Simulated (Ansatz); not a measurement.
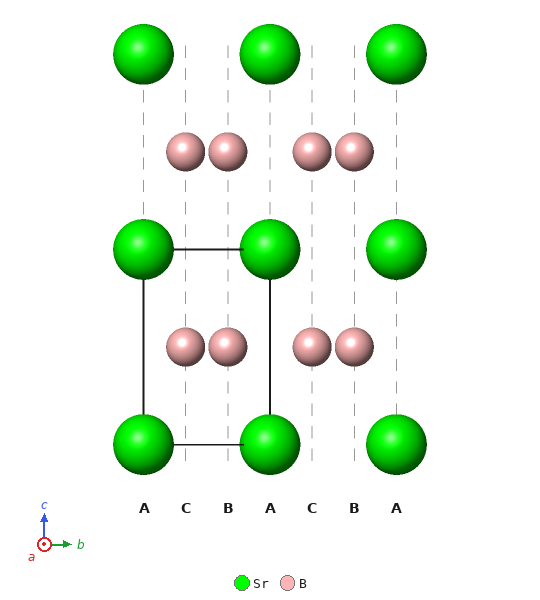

The picture looks along a close-packed row of the hexagonal mesh; c points upwards. The dashed lines mark the three columns A (0, 0), B (1/3, 2/3) and C (2/3, 1/3). The sequence starts with the first layer at or above the cell's origin.

SrB₂. Coordinates: coordinates from a relaxation with DFT PBE, scalar-relativistic, plane waves, PAW in Ansatz; the starting structure was generated, so it need not be a known form of this composition.

Question: Give the sequence of layers in one repeat, with element and column.

Answer: Sr(A) – B(B)+B(C) (two layers in 4.42 Å).

Heights of the layers:

```csv
layer,atoms (column),height (Å),to next (Å)
1,Sr(A),0.00,2.21
2,B(B)+B(C),2.21,2.21
```
